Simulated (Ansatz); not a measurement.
## Electronic structure of FO3W (charge −1) in real space

The calculation's input:

```
crystal:
  periodic: [false, false, false]
  atoms:
    - {symbol: W, position_ang: [0.012919, 0.022284, 0.009334]}
    - {symbol: O, position_ang: [0.029296, 0.013264, 1.766070]}
    - {symbol: O, position_ang: [1.667300, 0.041388, -0.581485]}
    - {symbol: O, position_ang: [-0.814586, 1.467150, -0.551030]}
    - {symbol: F, position_ang: [-0.894919, -1.544096, -0.642900]}
basis:
  gaussian: {orbitals: def2-TZVPD, initial_orbitals: start.molden}
total_charge: -1
hamiltonian: {xc: pbe0, dispersion: d4}
scf: {omitted_lower_state_checks: [starts]}
output: {orbitals: {seedname: orbitals}}
```

Launched as:

```sh
ansatz run in.yaml --threads 4 --pin off --events-out ev --progress --plain --max-ram 3916MiB
```

Geometry: r2SCAN-D4/def2-SVPD; core potentials replace the inner electrons of W.

All numbers below come from RKS PBE0-D4/def2-TZVPD in Ansatz.

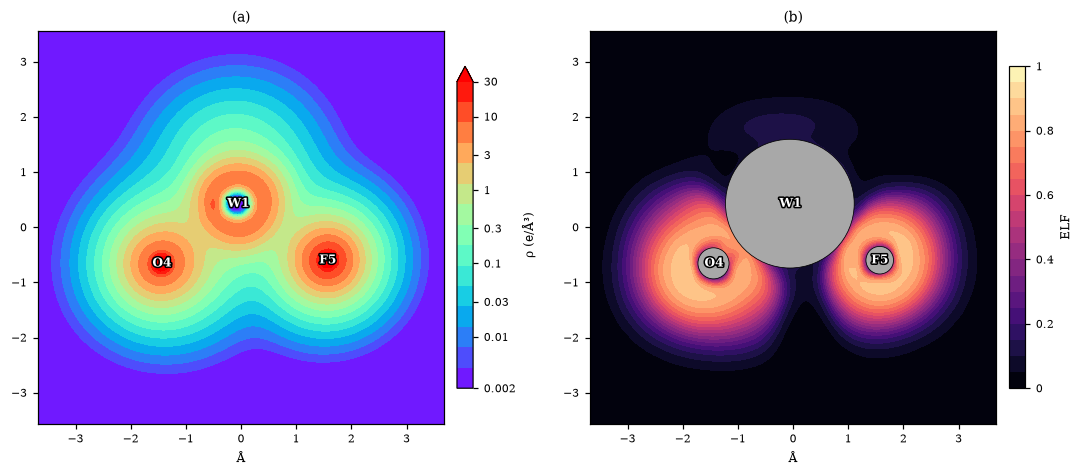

Figure 1. (a) electron density; (b) ELF on the plane of atoms O4, W1 and F5. Grey discs cover the atomic cores in the ELF map.

Interpret the plot.

The plane passes through W, O and F nuclei.
W–O (1.76 Å): ρ at the midpoint is about 1.6 e/Å³; the ELF peaks at about 0.75 in the valence shell of O, 0.5 Å from its nucleus, and drops to about 0.35 between the two atoms.
W–F (1.92 Å): the density is about 0.94 e/Å³ at the midpoint; the ELF peaks at about 0.80 in the valence shell of F, 0.5 Å from its nucleus, and drops to about 0.20 between the two atoms.

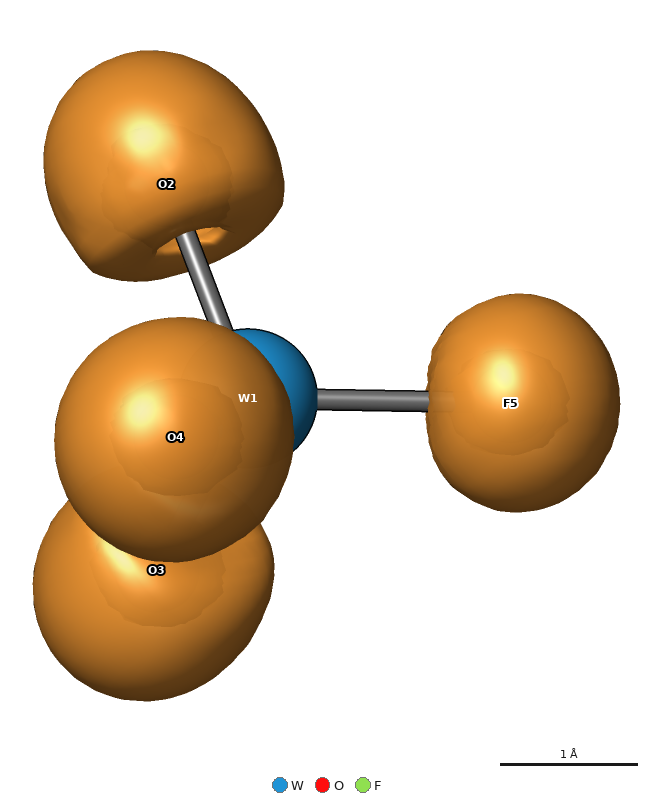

Figure 2. Isosurface of the ELF at 0.75 (orange), seen at a tilt. Only the valence region is drawn (cores and ρ < 0.01 e/Å³ removed).

Describe the localisation domains.

At this value the surface marks out one region wrapped around F (its valence shell) and three regions wrapped around O (the valence shell of each).

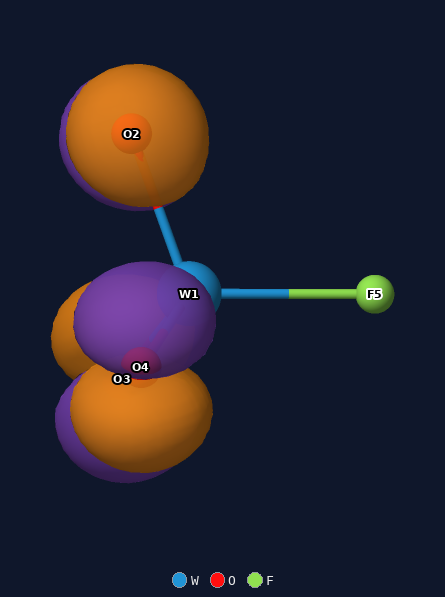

Figure 3. The HOMO at ±0.15 Å⁻³ᐟ² (orange and purple are the two phases), seen across its widest extent.

What is the character of this orbital?

Its weight (Hirshfeld) is mainly on O2 (about 30 %), O3 (about 30 %) and O4 (about 30 %); largely a combination of lone pairs on O2, O3 and O4. Its energy is −3.33 eV.
